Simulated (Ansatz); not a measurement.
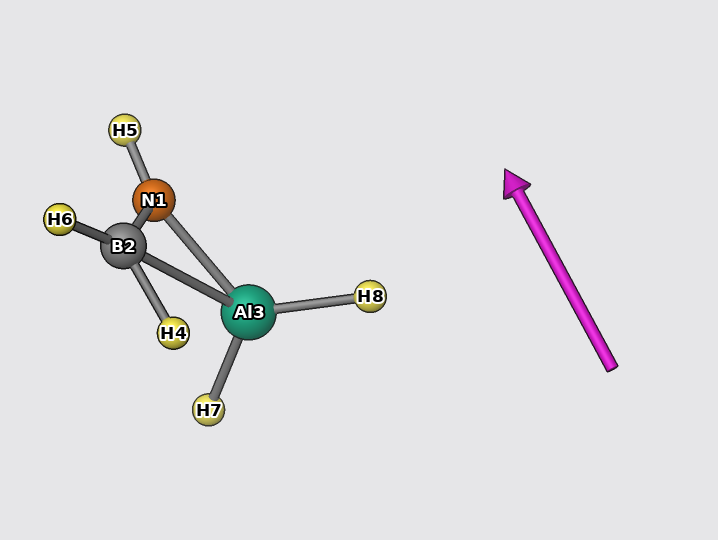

The arrow beside the molecule shows the direction of the dipole moment, from the negative to the positive end (its length means nothing). The computed structure is the end point of a PBE-D4/def2-SVP optimisation. No frequency run is at hand to confirm it as a minimum. Properties computed with RKS PBE-D4/def2-SVP (Ansatz 0.2.0).

Question: Estimate the dipole moment.

Answer: 1.56 D; it points from the side of H7, H8 to the side of H5 (the outermost atoms at the two ends).
